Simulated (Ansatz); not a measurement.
Run report: Si3N2H10OF, geometry relaxation (part 3 of 3)

Continued. System: Si3N2H10OF, multiplicity 2. Method: UKS PBE0-D4/def2-TZVP (Ansatz 0.2.0). The geometry is a transition state displaced along its imaginary mode. The reaction was set up to form Si1–F8 and N2–H7 and to break Si1–N2 and H7–F8 (atoms counted from 1 in the order of the input); sticks are drawn by distance alone.

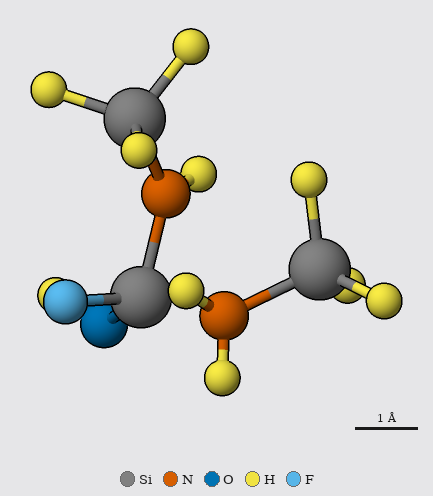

The geometry at step 30 of the log (ball-and-stick view, seen at a tilt).

## Trajectory as extended XYZ, continued
```
17
Properties=species:S:1:pos:R:3:forces:R:3 step=22 energy=-31529.57775
Si   -1.0203   -1.2992    0.1013    0.0430   0.0159   0.0079
N     0.9109   -0.6680   -1.6318    0.1903  -0.4391  -0.0273
Si    0.8580    1.0244   -2.0083   -0.0856   0.2164   0.0475
N    -0.9578    0.2831    0.7851   -0.0446   0.0050   0.0195
Si    0.1386    0.8668    1.9917    0.0526   0.0526   0.0074
O    -2.3395   -2.1531    0.6032    0.0152  -0.0108   0.1226
H     1.7201   -1.0102   -1.1185   -0.2428   0.1000  -0.1389
F     0.2618   -2.0050    0.7927   -0.0278  -0.0288   0.0047
H     0.6827   -1.3253   -2.3730    0.0699   0.1934   0.1991
H     1.4080    1.7592   -0.8366   -0.0475  -0.0496  -0.1104
H    -0.5605    1.4065   -2.2631    0.1172  -0.0287   0.0157
H     1.6521    1.3855   -3.2178   -0.0074   0.0075   0.0099
H    -1.7442    0.8820    0.5765    0.0223  -0.0129   0.0197
H    -0.0819    2.3355    2.1292    0.0136  -0.0767  -0.0130
H    -0.0752    0.2362    3.3268    0.0140   0.0179  -0.0451
H     1.5517    0.6155    1.5934   -0.0832   0.0056   0.0184
H    -2.4044   -2.3337    1.5493    0.0008   0.0323  -0.1377
17
Properties=species:S:1:pos:R:3:forces:R:3 step=23 energy=-31529.58638
Si   -1.0301   -1.3039    0.0877    0.0850  -0.0327   0.0358
N     0.9657   -0.6454   -1.5613    0.1984  -0.2003  -0.0514
Si    0.8067    1.0332   -2.0084   -0.0862   0.0201   0.1010
N    -0.9563    0.2593    0.8115   -0.0816   0.0464  -0.0045
Si    0.1914    0.8388    1.9685    0.0635   0.0311   0.0094
O    -2.3875   -2.1280    0.5307   -0.0458  -0.0136   0.2086
H     1.7707   -0.9090   -0.9962   -0.2629   0.0946  -0.1816
F     0.2119   -2.0560    0.8039   -0.0284  -0.0104  -0.0279
H     0.8209   -1.3435   -2.2865    0.0515   0.2177   0.2116
H     1.2939    1.8503   -0.8616   -0.0613  -0.0833  -0.1177
H    -0.6305    1.3153   -2.2984    0.1470  -0.0391   0.0462
H     1.5897    1.4020   -3.2217    0.0073  -0.0132   0.0027
H    -1.7390    0.8696    0.6225    0.0209  -0.0259   0.0142
H     0.0258    2.3156    2.0758    0.0053  -0.0510  -0.0071
H     0.0024    0.2477    3.3235    0.0080   0.0111  -0.0211
H     1.5802    0.5291    1.5321   -0.0518   0.0103   0.0097
H    -2.5159   -2.2749    1.4780    0.0311   0.0382  -0.2277
17
Properties=species:S:1:pos:R:3:forces:R:3 step=24 energy=-31529.59118
Si   -1.0326   -1.3004    0.0759    0.0610  -0.0590   0.0467
N     0.9862   -0.6295   -1.5186    0.2367  -0.2583  -0.0343
Si    0.7772    1.0305   -2.0059   -0.0949   0.0478   0.1053
N    -0.9549    0.2516    0.8258   -0.0294   0.0373   0.0274
Si    0.2247    0.8274    1.9548    0.0015   0.0121  -0.0223
O    -2.4125   -2.1085    0.4814   -0.0331   0.0121   0.1998
H     1.7815   -0.8478   -0.9208   -0.2620   0.0750  -0.2013
F     0.1850   -2.0835    0.8026   -0.0417   0.0201  -0.0408
H     0.8972   -1.3467   -2.2350    0.0312   0.2326   0.2343
H     1.2213    1.8881   -0.8721   -0.0423  -0.0744  -0.1102
H    -0.6668    1.2558   -2.3081    0.1421  -0.0187   0.0211
H     1.5646    1.3926   -3.2179   -0.0068  -0.0033  -0.0012
H    -1.7376    0.8664    0.6519    0.0187  -0.0311   0.0118
H     0.0803    2.3060    2.0543    0.0047  -0.0340  -0.0070
H     0.0580    0.2510    3.3185    0.0129   0.0034  -0.0233
H     1.5989    0.4983    1.4884   -0.0395   0.0038   0.0107
H    -2.5704   -2.2513    1.4248    0.0409   0.0345  -0.2165
17
Properties=species:S:1:pos:R:3:forces:R:3 step=25 energy=-31529.59584
Si   -1.0456   -1.2946    0.0624    0.0705  -0.0851   0.0943
N     1.0101   -0.6121   -1.4654    0.1902  -0.1907  -0.0537
Si    0.7583    1.0295   -1.9968   -0.0544  -0.0033   0.0383
N    -0.9633    0.2456    0.8379   -0.0055   0.0315   0.0316
Si    0.2497    0.8171    1.9339   -0.0148  -0.0268  -0.0310
O    -2.4415   -2.0899    0.4460    0.0445   0.0687  -0.0079
H     1.8029   -0.7893   -0.8530   -0.2290   0.0482  -0.1636
F     0.1573   -2.1044    0.7864   -0.0846   0.0289  -0.0391
H     0.9555   -1.3484   -2.1646    0.0192   0.2209   0.1976
H     1.1737    1.9304   -0.8893   -0.0309  -0.0608  -0.0687
H    -0.6849    1.2097   -2.3173    0.0853  -0.0129   0.0307
H     1.5400    1.3755   -3.2170    0.0076   0.0029   0.0029
H    -1.7514    0.8597    0.6886    0.0151  -0.0336   0.0104
H     0.1209    2.2959    2.0335    0.0013  -0.0155   0.0003
H     0.1211    0.2409    3.3017    0.0024   0.0121  -0.0219
H     1.6072    0.4746    1.4307   -0.0291   0.0096   0.0070
H    -2.6098   -2.2401    1.3823    0.0122   0.0058  -0.0273
17
Properties=species:S:1:pos:R:3:forces:R:3 step=26 energy=-31529.59922
Si   -1.0351   -1.2928    0.0630   -0.0488  -0.1235   0.0502
N     1.0163   -0.5934   -1.4345    0.1407  -0.1437  -0.0018
Si    0.7379    1.0266   -2.0130   -0.0044   0.0174   0.0303
N    -0.9568    0.2376    0.8589    0.0182   0.0232   0.0374
Si    0.2748    0.8068    1.9331   -0.0300  -0.0240  -0.0179
O    -2.4596   -2.0615    0.3996    0.1081   0.1030  -0.1453
H     1.7886   -0.7314   -0.7916   -0.1021   0.0258  -0.0942
F     0.1314   -2.1349    0.8102   -0.0541   0.0790  -0.0738
H     1.0107   -1.3443   -2.1156   -0.0108   0.1192   0.1079
H     1.1152    1.9604   -0.9234   -0.0077  -0.0249  -0.0255
H    -0.7004    1.1696   -2.3523    0.0105  -0.0052   0.0008
H     1.5338    1.3576   -3.2285   -0.0053  -0.0057   0.0060
H    -1.7521    0.8466    0.7282    0.0184  -0.0392   0.0062
H     0.1497    2.2842    2.0393    0.0015   0.0071   0.0045
H     0.1767    0.2266    3.3016    0.0040   0.0113  -0.0248
H     1.6211    0.4671    1.3992   -0.0135   0.0034   0.0075
H    -2.6522   -2.2246    1.3259   -0.0246  -0.0232   0.1325
17
Properties=species:S:1:pos:R:3:forces:R:3 step=27 energy=-31529.60126
Si   -1.0451   -1.2781    0.0520    0.0002  -0.1161   0.0630
N     1.0346   -0.5949   -1.4232    0.0191   0.0247  -0.0113
Si    0.7320    1.0170   -2.0124    0.0209  -0.0066   0.0238
N    -0.9622    0.2426    0.8654    0.0219   0.0027   0.0043
Si    0.2790    0.8046    1.9297   -0.0089   0.0073   0.0023
O    -2.4701   -2.0428    0.3895    0.0657   0.0663  -0.0763
H     1.8044   -0.7162   -0.7789   -0.0100   0.0051   0.0029
F     0.1238   -2.1303    0.7823   -0.0683   0.0470  -0.0436
H     1.0412   -1.3480   -2.0964   -0.0207  -0.0010   0.0047
H     1.0963    1.9602   -0.9285   -0.0002  -0.0022  -0.0065
H    -0.7078    1.1382   -2.3498   -0.0024  -0.0026  -0.0116
H     1.5257    1.3510   -3.2283   -0.0114  -0.0015  -0.0005
H    -1.7649    0.8455    0.7570    0.0037  -0.0212  -0.0019
H     0.1554    2.2812    2.0485    0.0022   0.0086   0.0008
H     0.1944    0.2179    3.2952    0.0030  -0.0008  -0.0089
H     1.6200    0.4690    1.3815   -0.0089   0.0000   0.0048
H    -2.6566   -2.2168    1.3166   -0.0061  -0.0099   0.0540
17
Properties=species:S:1:pos:R:3:forces:R:3 step=28 energy=-31529.60194
Si   -1.0457   -1.2844    0.0503    0.0290  -0.0642   0.0594
N     1.0382   -0.5842   -1.4088   -0.0176   0.0451  -0.0200
Si    0.7322    1.0216   -2.0132    0.0028  -0.0374   0.0056
N    -0.9587    0.2365    0.8630    0.0072   0.0089   0.0073
Si    0.2829    0.8007    1.9248   -0.0064   0.0087   0.0020
O    -2.4761   -2.0373    0.3851    0.0231   0.0307  -0.0035
H     1.8094   -0.6994   -0.7665    0.0175  -0.0035   0.0244
F     0.1167   -2.1420    0.7826   -0.0492   0.0299  -0.0407
H     1.0375   -1.3452   -2.0720   -0.0037  -0.0198  -0.0248
H     1.0945    1.9756   -0.9389    0.0006   0.0031   0.0005
H    -0.7074    1.1338   -2.3550   -0.0051   0.0011   0.0009
H     1.5210    1.3448   -3.2349    0.0026   0.0032   0.0035
H    -1.7649    0.8353    0.7608   -0.0073  -0.0110   0.0000
H     0.1590    2.2774    2.0459   -0.0007   0.0010  -0.0014
H     0.2036    0.2118    3.2891   -0.0007  -0.0010   0.0034
H     1.6227    0.4664    1.3746    0.0010   0.0015  -0.0010
H    -2.6648   -2.2114    1.3131    0.0066   0.0038  -0.0157
17
Properties=species:S:1:pos:R:3:forces:R:3 step=29 energy=-31529.60236
Si   -1.0424   -1.2822    0.0502    0.0201  -0.0368   0.0261
N     1.0410   -0.5857   -1.4103   -0.0147   0.0396  -0.0056
Si    0.7304    1.0185   -2.0150    0.0001  -0.0247  -0.0061
N    -0.9565    0.2364    0.8677    0.0121   0.0039   0.0050
Si    0.2839    0.8030    1.9291   -0.0004   0.0109  -0.0007
O    -2.4764   -2.0294    0.3770   -0.0039   0.0087   0.0272
H     1.8115   -0.6990   -0.7667    0.0165  -0.0055   0.0162
F     0.1149   -2.1452    0.7816   -0.0260   0.0184  -0.0260
H     1.0399   -1.3479   -2.0722   -0.0017  -0.0153  -0.0166
H     1.0898    1.9749   -0.9420   -0.0005   0.0014   0.0040
H    -0.7092    1.1262   -2.3589   -0.0032   0.0006   0.0052
H     1.5186    1.3439   -3.2364    0.0050   0.0020   0.0012
H    -1.7668    0.8306    0.7711   -0.0093  -0.0071  -0.0024
H     0.1575    2.2795    2.0514   -0.0019  -0.0024   0.0010
H     0.2085    0.2114    3.2923   -0.0025   0.0014   0.0069
H     1.6238    0.4724    1.3769    0.0038  -0.0006  -0.0037
H    -2.6682   -2.2073    1.3041    0.0064   0.0054  -0.0316
17
Properties=species:S:1:pos:R:3:forces:R:3 step=30 energy=-31529.60266
Si   -1.0410   -1.2816    0.0490    0.0080   0.0064  -0.0048
N     1.0464   -0.5847   -1.4077   -0.0040   0.0137   0.0012
Si    0.7284    1.0157   -2.0167   -0.0013  -0.0082   0.0011
N    -0.9539    0.2340    0.8726    0.0084  -0.0024   0.0012
Si    0.2878    0.8049    1.9298   -0.0045   0.0141   0.0012
O    -2.4811   -2.0189    0.3678   -0.0199  -0.0084   0.0323
H     1.8165   -0.6939   -0.7622    0.0023  -0.0056  -0.0038
F     0.1096   -2.1537    0.7764    0.0016  -0.0011  -0.0051
H     1.0451   -1.3503   -2.0664    0.0039   0.0001   0.0016
H     1.0817    1.9761   -0.9451    0.0012   0.0013   0.0038
H    -0.7121    1.1158   -2.3598    0.0027  -0.0004  -0.0016
H     1.5177    1.3432   -3.2368   -0.0007   0.0006  -0.0020
H    -1.7708    0.8211    0.7863   -0.0020  -0.0070  -0.0022
H     0.1566    2.2809    2.0537    0.0007  -0.0020  -0.0020
H     0.2184    0.2145    3.2940    0.0011  -0.0017   0.0034
H     1.6266    0.4787    1.3719    0.0011  -0.0024   0.0003
H    -2.6756   -2.2016    1.2932    0.0013   0.0029  -0.0246
17
Properties=species:S:1:pos:R:3:forces:R:3 step=31 energy=-31529.60275
Si   -1.0420   -1.2824    0.0490    0.0003   0.0171  -0.0091
N     1.0491   -0.5839   -1.4070    0.0012   0.0026   0.0035
Si    0.7287    1.0154   -2.0165   -0.0021  -0.0029  -0.0016
N    -0.9535    0.2320    0.8750    0.0048  -0.0034   0.0004
Si    0.2889    0.8065    1.9294    0.0003   0.0056  -0.0007
O    -2.4847   -2.0153    0.3664   -0.0125  -0.0076   0.0178
H     1.8196   -0.6923   -0.7615   -0.0037  -0.0041  -0.0088
F     0.1070   -2.1587    0.7726    0.0074  -0.0070   0.0019
H     1.0480   -1.3500   -2.0653    0.0036   0.0049   0.0066
H     1.0794    1.9767   -0.9446    0.0002   0.0004   0.0010
H    -0.7116    1.1125   -2.3613    0.0021   0.0004   0.0004
H     1.5177    1.3445   -3.2364    0.0011   0.0013  -0.0007
H    -1.7738    0.8153    0.7935    0.0012  -0.0062  -0.0017
H     0.1567    2.2826    2.0506    0.0004  -0.0019  -0.0005
H     0.2230    0.2177    3.2947   -0.0015   0.0019   0.0017
H     1.6270    0.4797    1.3702   -0.0007  -0.0009  -0.0001
H    -2.6794   -2.2002    1.2911   -0.0021   0.0001  -0.0101
17
Properties=species:S:1:pos:R:3:forces:R:3 step=32 energy=-31529.60285
Si   -1.0441   -1.2850    0.0497   -0.0081   0.0172  -0.0050
N     1.0510   -0.5823   -1.4071    0.0037  -0.0070   0.0019
Si    0.7301    1.0165   -2.0164    0.0000   0.0057   0.0007
N    -0.9531    0.2282    0.8776    0.0011  -0.0054  -0.0007
Si    0.2900    0.8080    1.9282   -0.0011   0.0013  -0.0006
O    -2.4892   -2.0137    0.3680    0.0047  -0.0008  -0.0056
H     1.8223   -0.6915   -0.7628   -0.0048  -0.0005  -0.0068
F     0.1044   -2.1660    0.7678    0.0068  -0.0071   0.0045
H     1.0495   -1.3484   -2.0655    0.0009   0.0042   0.0052
H     1.0783    1.9777   -0.9433   -0.0011  -0.0012  -0.0003
H    -0.7097    1.1126   -2.3632    0.0012  -0.0002  -0.0002
H     1.5208    1.3483   -3.2347    0.0002  -0.0003  -0.0004
H    -1.7769    0.8073    0.8008    0.0029  -0.0032   0.0004
H     0.1580    2.2845    2.0430    0.0012   0.0003  -0.0014
H     0.2248    0.2265    3.2970    0.0001   0.0012  -0.0023
H     1.6274    0.4779    1.3689   -0.0031  -0.0014   0.0022
H    -2.6833   -2.2005    1.2920   -0.0047  -0.0028   0.0085
17
Properties=species:S:1:pos:R:3:forces:R:3 step=33 energy=-31529.60290
Si   -1.0455   -1.2863    0.0504   -0.0065   0.0043   0.0005
N     1.0509   -0.5819   -1.4086    0.0030  -0.0057   0.0013
Si    0.7319    1.0182   -2.0155   -0.0015   0.0032   0.0007
N    -0.9538    0.2260    0.8795   -0.0009  -0.0017  -0.0003
Si    0.2897    0.8099    1.9274    0.0029  -0.0070  -0.0007
O    -2.4905   -2.0152    0.3704    0.0128   0.0040  -0.0135
H     1.8233   -0.6934   -0.7663   -0.0022   0.0011  -0.0011
F     0.1046   -2.1689    0.7645   -0.0003  -0.0025   0.0025
H     1.0473   -1.3469   -2.0680   -0.0018   0.0012   0.0008
H     1.0783    1.9771   -0.9398    0.0007  -0.0010  -0.0023
H    -0.7074    1.1152   -2.3639    0.0000   0.0004  -0.0013
H     1.5242    1.3515   -3.2324    0.0001   0.0017   0.0016
H    -1.7793    0.8028    0.8045    0.0012  -0.0004   0.0011
H     0.1607    2.2872    2.0341    0.0011   0.0002  -0.0004
H     0.2232    0.2352    3.2991   -0.0021   0.0041  -0.0014
H     1.6263    0.4728    1.3706   -0.0030   0.0011   0.0002
H    -2.6837   -2.2032    1.2942   -0.0035  -0.0028   0.0123
17
Properties=species:S:1:pos:R:3:forces:R:3 step=34 energy=-31529.60295
Si   -1.0463   -1.2890    0.0518   -0.0042  -0.0124   0.0048
N     1.0490   -0.5812   -1.4108    0.0006  -0.0031  -0.0002
Si    0.7339    1.0211   -2.0138    0.0035   0.0022  -0.0043
N    -0.9545    0.2221    0.8822   -0.0035   0.0029   0.0009
Si    0.2896    0.8115    1.9262    0.0025  -0.0012  -0.0006
O    -2.4907   -2.0188    0.3731    0.0157   0.0072  -0.0150
H     1.8230   -0.6970   -0.7713    0.0014   0.0028   0.0041
F     0.1053   -2.1732    0.7617   -0.0059   0.0045  -0.0016
H     1.0413   -1.3448   -2.0716   -0.0037  -0.0014  -0.0041
H     1.0797    1.9765   -0.9347   -0.0031  -0.0018  -0.0008
H    -0.7040    1.1206   -2.3671   -0.0019   0.0004   0.0035
H     1.5294    1.3584   -3.2276    0.0014  -0.0004   0.0020
H    -1.7821    0.7962    0.8092   -0.0002   0.0023   0.0028
H     0.1669    2.2903    2.0189    0.0004  -0.0003  -0.0003
H     0.2182    0.2516    3.3039    0.0004   0.0015  -0.0040
H     1.6250    0.4639    1.3732   -0.0030  -0.0017   0.0026
H    -2.6835   -2.2081    1.2968   -0.0004  -0.0015   0.0101
17
Properties=species:S:1:pos:R:3:forces:R:3 step=35 energy=-31529.60299
Si   -1.0462   -1.2902    0.0524    0.0007  -0.0191   0.0069
N     1.0467   -0.5814   -1.4131   -0.0008   0.0012  -0.0030
Si    0.7356    1.0232   -2.0124    0.0012   0.0019   0.0051
N    -0.9560    0.2201    0.8840   -0.0036   0.0063   0.0007
Si    0.2892    0.8135    1.9243    0.0026  -0.0020   0.0041
O    -2.4889   -2.0228    0.3746    0.0089   0.0061  -0.0075
H     1.8219   -0.7011   -0.7759    0.0028   0.0020   0.0048
F     0.1073   -2.1741    0.7599   -0.0075   0.0064  -0.0038
H     1.0346   -1.3436   -2.0755   -0.0027  -0.0027  -0.0047
H     1.0788    1.9743   -0.9288    0.0008  -0.0005  -0.0004
H    -0.7018    1.1257   -2.3667   -0.0001  -0.0010  -0.0029
H     1.5353    1.3645   -3.2223   -0.0023  -0.0017   0.0011
H    -1.7853    0.7920    0.8130   -0.0011   0.0029   0.0024
H     0.1739    2.2939    2.0045    0.0017  -0.0037  -0.0013
H     0.2131    0.2665    3.3070   -0.0004   0.0021  -0.0038
H     1.6231    0.4528    1.3766   -0.0032   0.0014   0.0004
H    -2.6811   -2.2132    1.2983    0.0030   0.0005   0.0019
17
Properties=species:S:1:pos:R:3:forces:R:3 step=36 energy=-31529.60302
Si   -1.0455   -1.2904    0.0526    0.0033  -0.0129   0.0025
N     1.0452   -0.5820   -1.4147   -0.0003   0.0039   0.0022
Si    0.7360    1.0247   -2.0095   -0.0016  -0.0050  -0.0034
N    -0.9573    0.2196    0.8850   -0.0018   0.0050  -0.0004
Si    0.2889    0.8146    1.9231    0.0033   0.0015   0.0027
O    -2.4867   -2.0254    0.3743   -0.0013   0.0018   0.0022
H     1.8211   -0.7047   -0.7789    0.0012  -0.0006   0.0017
F     0.1091   -2.1731    0.7596   -0.0042   0.0037  -0.0019
H     1.0299   -1.3427   -2.0789   -0.0008  -0.0003  -0.0017
H     1.0780    1.9726   -0.9229    0.0011   0.0000  -0.0014
H    -0.7005    1.1278   -2.3671   -0.0005   0.0010   0.0007
H     1.5373    1.3677   -3.2179    0.0005   0.0021   0.0022
H    -1.7877    0.7903    0.8156   -0.0009   0.0008   0.0007
H     0.1805    2.2961    1.9941    0.0006  -0.0049   0.0004
H     0.2088    0.2766    3.3091    0.0003   0.0022  -0.0031
H     1.6214    0.4450    1.3783   -0.0024   0.0004   0.0011
H    -2.6785   -2.2167    1.2981    0.0038   0.0013  -0.0045
17
Properties=species:S:1:pos:R:3:forces:R:3 step=37 energy=-31529.60303
Si   -1.0449   -1.2913    0.0526    0.0031  -0.0015   0.0005
N     1.0448   -0.5815   -1.4141   -0.0005  -0.0004   0.0005
Si    0.7355    1.0250   -2.0092    0.0014  -0.0006  -0.0001
N    -0.9573    0.2195    0.8843   -0.0015   0.0029   0.0000
Si    0.2890    0.8144    1.9223    0.0026   0.0002   0.0008
O    -2.4862   -2.0259    0.3740   -0.0046  -0.0005   0.0028
H     1.8208   -0.7042   -0.7783   -0.0003  -0.0005  -0.0009
F     0.1091   -2.1733    0.7609   -0.0001   0.0010  -0.0011
H     1.0288   -1.3423   -2.0781    0.0011   0.0009   0.0003
H     1.0781    1.9730   -0.9228   -0.0009   0.0001   0.0007
H    -0.7011    1.1284   -2.3669    0.0005   0.0000   0.0005
H     1.5375    1.3688   -3.2168   -0.0007  -0.0004  -0.0008
H    -1.7880    0.7898    0.8153   -0.0002  -0.0009   0.0002
H     0.1829    2.2961    1.9914   -0.0003  -0.0025   0.0002
H     0.2079    0.2784    3.3089   -0.0009   0.0011  -0.0006
H     1.6211    0.4420    1.3787   -0.0008   0.0005  -0.0002
H    -2.6779   -2.2171    1.2978    0.0021   0.0006  -0.0028
```

The run was set up as follows.

## Input
```yaml
crystal:
  periodic: [false, false, false]
  atoms:
    - {symbol: Si, position_ang: [-1.162361, -0.719034, -0.184816]}
    - {symbol: N, position_ang: [0.335481, -0.792041, -1.423618]}
    - {symbol: Si, position_ang: [0.892202, 0.820006, -2.022404]}
    - {symbol: N, position_ang: [-1.046683, 0.709569, 0.736761]}
    - {symbol: Si, position_ang: [0.044604, 0.803761, 2.102817]}
    - {symbol: O, position_ang: [-1.712654, -2.234921, 0.157218]}
    - {symbol: H, position_ang: [0.929992, -1.146456, -0.724406]}
    - {symbol: F, position_ang: [0.345028, -1.215569, 0.974626]}
    - {symbol: H, position_ang: [0.188113, -1.495586, -2.151756]}
    - {symbol: H, position_ang: [1.628910, 1.443701, -0.910957]}
    - {symbol: H, position_ang: [-0.304538, 1.579808, -2.436384]}
    - {symbol: H, position_ang: [1.767755, 0.524507, -3.178728]}
    - {symbol: H, position_ang: [-1.763379, 1.415120, 0.624251]}
    - {symbol: H, position_ang: [-0.360551, 2.126786, 2.697844]}
    - {symbol: H, position_ang: [-0.145455, -0.188925, 3.185201]}
    - {symbol: H, position_ang: [1.467855, 0.974102, 1.715189]}
    - {symbol: H, position_ang: [-1.104119, -2.604728, 0.839162]}
basis:
  gaussian: {orbitals: def2-TZVP}
magnetization: {spin_polarized: true, initial_magnetization: 1}
hamiltonian: {xc: pbe0, dispersion: d4}
relax: {f_tol: 0.005, max_steps: 200}
```

Run as:
```bash
ansatz run in.yaml --threads 4 --pin off --events-out ev --progress --plain --max-ram 66560MiB --backend cuda --devices 0, --max-vram 37GiB
```

## Results in brief

| quantity | value |
| --- | --- |
| outcome | converged |
| total energy | −31529.6031 eV |
| mean-field energy | −31529.1630 eV |
| dispersion energy | −0.4400 eV |
| ⟨S²⟩ | 0.752 |
| SCF solution under orbital rotations | stable |
| largest force (length of the vector) at the end | 0.005 eV/Å |
| dipole moment | 1.23 D |
| hardware | 4 CPU threads, shared host |
| wall time | 2.3 min (CPU time 3.3 min) |
| peak memory | 1 GiB |
